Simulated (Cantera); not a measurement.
Input: 1 mol SiH2Cl2, 40 mol N2, held at 1 atm.

These are equilibrium values from Cantera (NASA tables, ideal gas, pure condensed phases), not measurements of a reactor. Candidate condensed phases: NH4Cl, Si, Si3N4; 28 gas species. N2 is the only nitrogen source here; it is nearly inert below about 1500 K, so the nitride shown seldom forms there in practice. The tables' values for SiCl3 are old estimates; treat these amounts as uncertain. Rates play no part.

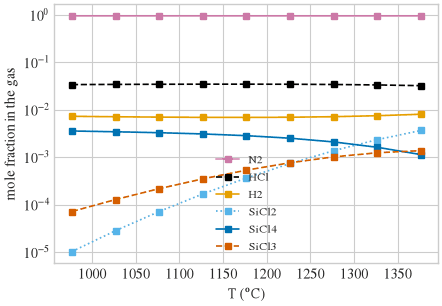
*Equilibrium gas composition (values under 1e-9 drawn at 1e-9)*

From 977 °C to 1377 °C the condensed part is Si3N4(s). The main Si-bearing gas is SiCl4 at 977 °C and SiCl2 at 1377 °C.
